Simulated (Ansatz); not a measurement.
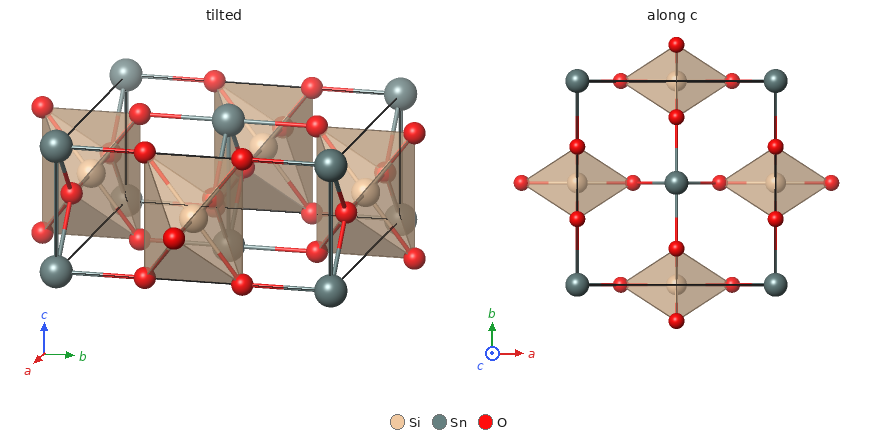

Polyhedral drawing of the structure, looking slightly off an axis and along the c axis. The frame is the conventional unit cell; atoms at its boundary are shown with their periodic copies. A few atoms beyond the faces are included.

SiSnO$_{4}$, space group Cmmm (No. 65), a = 6.250 Å, b = 6.422 Å, c = 2.945 Å, α = 90.00°, β = 90.00°, γ = 90.00°. The structure was taken from a structure type filled with these elements by a generator (whether the compound takes this form wasn't checked). Earlier steps of the study may have refined or changed the cell and positions. It was run through Ansatz as a DFT input.

This one geometry was computed with Ansatz (DFT, plane waves, PAW) at five levels of theory: r2SCAN, PBE with spin-orbit coupling, PBE0, PBE and HSE06. It was relaxed beforehand with r2SCAN.

Which level gives the highest pressure at this volume, and what does that say about its equilibrium volume?

Answer. Highest: PBE with spin-orbit coupling (8.5 GPa) and PBE (8.6 GPa), which points to the largest equilibrium volume. Lowest, with the smallest volume: PBE0 (-1.8 GPa) and HSE06 (-1.7 GPa). Levels within 0.5 GPa of each other can't be told apart.

How does the band gap change with the level of theory?

Answer. PBE: a gap of 2.28 eV, direct; PBE with spin-orbit coupling: a gap of 2.29 eV, direct; r2SCAN: a gap of 3.02 eV, direct; HSE06: a gap of 4.15 eV, direct; PBE0: a gap of 4.89 eV, direct.

Collect the results in a table.

Answer.
| level | cutoff (eV) | k-mesh of the run's cell | gap (eV) | pressure (GPa) |
| --- | --- | --- | --- | --- |
| r2SCAN | 500 | 6×6×8 | 3.02 | 0.0 |
| PBE with spin-orbit coupling | 420 | 6×6×8 | 2.29 | 8.5 |
| PBE0 | 420 | 4×4×6 | 4.89 | -1.8 |
| PBE | 420 | 6×6×8 | 2.28 | 8.6 |
| HSE06 | 420 | 4×4×6 | 4.15 | -1.7 |

Gaps are taken on the k-mesh or band path of each run.
